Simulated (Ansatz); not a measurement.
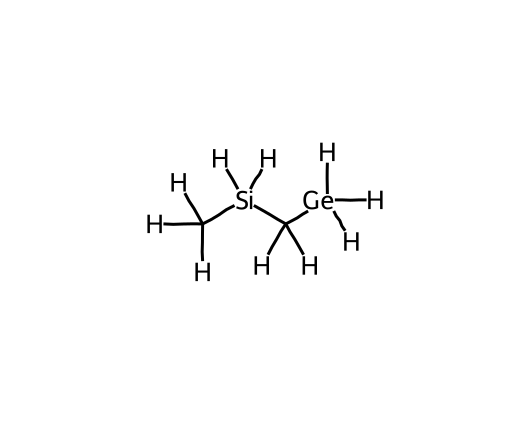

Simulated data, not a measurement (program: Ansatz).

**Give its SMILES.**

C[SiH2][CH2][GeH3]

**What is the molecular formula?**

C2H10GeSi.

**An optimisation with PBE-D4/def2-SVP gave a structure of which point group?**

C1. Other conformers may differ.
